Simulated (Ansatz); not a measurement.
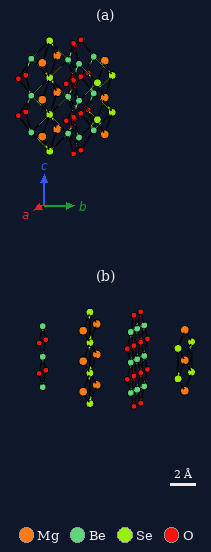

The structure of a crystal of MgBe$_{2}$SeO$_{2}$ (a generated structure, set up in Cmmm) (coarse preliminary run) before (top) and after (bottom) a relaxation, at one scale.

A ball-and-stick model of the atoms within 5.0 Å of the atom that moves most (axes of the conventional cell (2 times the calculation's cell)), seen slightly off an axis. Lengths and directions refer to the drawn axes.

Level of theory: DFT PBE, scalar-relativistic, plane waves, PAW (Ansatz 0.2.0). Settings: plane-wave cutoff 420 eV; k-point mesh 4 × 4 × 6; occupations gaussian; smearing width 0.1 eV; no spin polarisation; cell and atoms relaxed; force threshold 0.04 eV/Å; at most 70 steps.

Describe what moved and what it gained.

The largest moves relative to the cell, 1.30 Å, are those of Be atoms. O and Mg and Se stay in place. The volume changes by +30.5 %, with a 5.302 → 4.864 Å (−8.3 %), b 9.180 → 15.785 Å (+72.0 %), c 3.008 → 2.488 Å (−17.3 %). Among the contacts that change: Be–Se 2.147 → 4.124 Å, Se–Se 3.008 → 2.488 Å, Mg–Mg 3.008 → 2.488 Å, Be–O 2.145 → 1.740 Å. Bonds break: Be–Se (2.15 → 4.12 Å). Among the angles between lasting bonds that change: Se–Mg–Se 120.9° → 125.8°, Mg–Se–Mg 120.9° → 125.8°. The space group stays Cmmm (No. 65). The energy falls by 1000 meV per atom in 19 accepted moves (23 points after the start). The largest force component goes from 3.2 to 0.0066 eV/Å. The pressure goes from −0.18 to 0.14 GPa. The SCF was repeated 4 times at an unchanged geometry on a basis and grid sized afresh for the cell, which shifted the energy by 61.3 meV per atom at most. The run took 53 s on 1 thread of Intel(R) Xeon(R) 6975P-C (Granite Rapids) (shared host), peak memory 0.49 GiB.
